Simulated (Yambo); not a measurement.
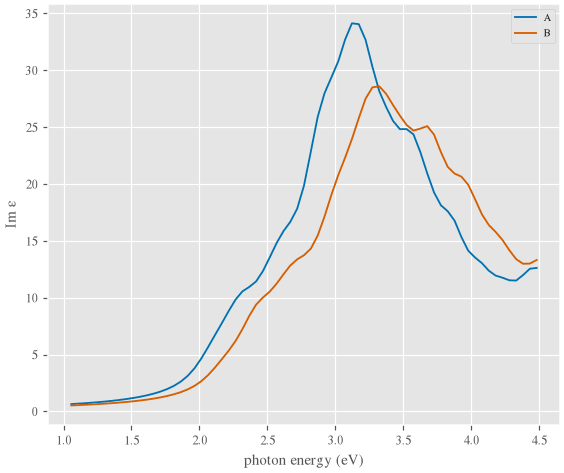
*Two computed absorption spectra of SrAlSiH (space group P3m1, No. 156) under isotropic strain of -3 % on all lattice vectors (Yambo, PBEsol bands with the same scissor, field along x)*

Axes are Cartesian, with cell vectors (Å) (4.08, 0.00, 0.00), (-2.04, 3.53, 0.00), (0.00, 0.00, 4.64).

Task: Which curve includes the electron-hole attraction (BSE)?

Result: Curve A: the attraction moves weight to lower energy (centre of the plotted range 3.2 eV against 3.4 eV). Settings: 9×9×6 mesh, 3 valence and 5 conduction bands, static screening with 37 bands and a 4 Ry block, scissor 0.68 eV, Tamm-Dancoff. The scissor comes from a G0W0 run whose convergence isn't established. Broadening 0.15 eV. The band window holds all transitions up to 4.5 eV. On this mesh the peak heights and the fine structure are mesh artefacts; only the shift of weight is robust.

Geometry strained from the cell relaxed with PBEsol, atoms relaxed again; primitive cell a = 4.081 Å, b = 4.081 Å, c = 4.642 Å, α = 90.00°, β = 90.00°, γ = 120.00°.

The structure is a Materials Project entry; no match was found in the copy of COD used, and its stability was not checked.
